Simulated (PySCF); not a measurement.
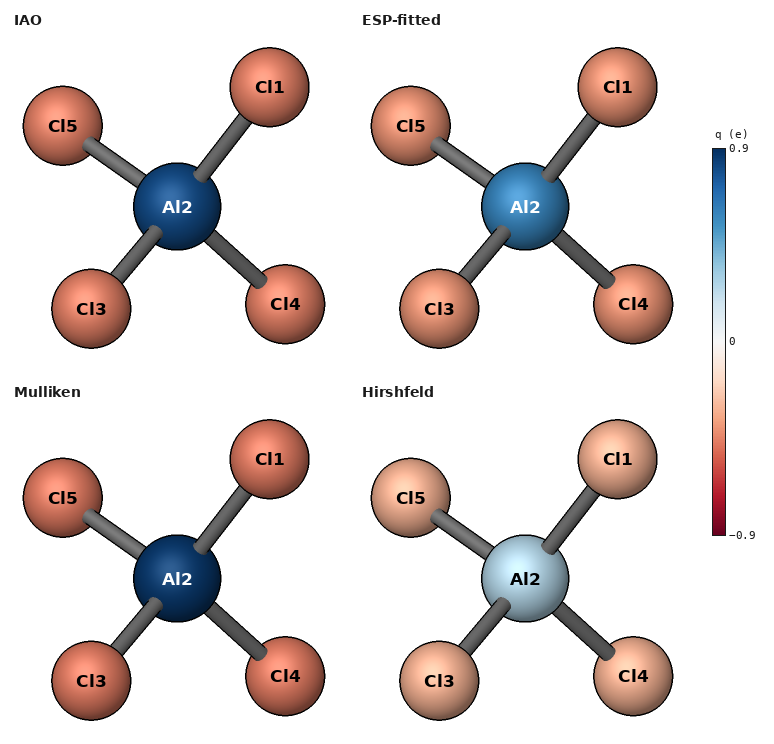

Atomic charges of one calculation by 4 schemes, on one colour scale. The species has charge −1 and is a spin singlet. The computed structure is the end point of a GFN2-xTB optimisation. No frequency run is at hand to confirm it as a minimum. Level of theory: PBE0/pcSseg-1 (PySCF 2.14.0).

List the charges (e), one line for each set of equivalent atoms.

```
          atom    IAO  ESP-fitted  Mulliken  Hirshfeld
Cl1, Cl3, Cl4…  −0.45       −0.40     −0.47      −0.32
           Al2   0.81        0.60      0.87       0.26
```

The geometry is semi-empirical. Around Al such bond lengths and angles can be off by a tenth of an ångström or more and by several degrees, and values that hang on the shape move with them.
